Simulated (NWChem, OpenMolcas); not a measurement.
## A ladder of methods for BH (SMILES [BH])

BH has 2 atoms, charge 0, and is taken as a singlet. SMILES: `[BH]`. Geometry: the measured bond length.

```xyz
2

B     0.0000    0.0000    0.0000
H     0.0000    0.0000    1.2324
```

Each level gives the lowest excitation energy (eV). The values are calculated.

```
                                    level                   kind     program  value (eV)  CPU time
                        CASPT2(4,5)/6-31G         multireference  OpenMolcas        3.15     2.6 s
CASPT2(4,5)/6-31G** (spherical functions)         multireference  OpenMolcas        3.14     2.8 s
            EOM-CCSD/jorge-DZP-DKH (DKH3)  coupled cluster or CI      NWChem        3.04     1.2 s
                                FCI/6-31G     exact in the basis  OpenMolcas        3.13     2.9 s
        FCI/6-31G** (spherical functions)     exact in the basis  OpenMolcas        3.18      15 s
```

The values span 3.04 to 3.18 eV. Times are those of the runs behind each value, whatever else they computed, on shared processors of several kinds: orders of magnitude only.

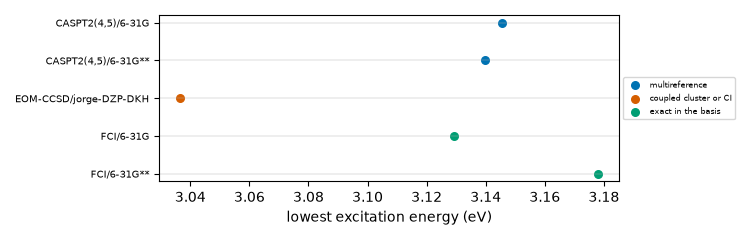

The values of the table, level by level.
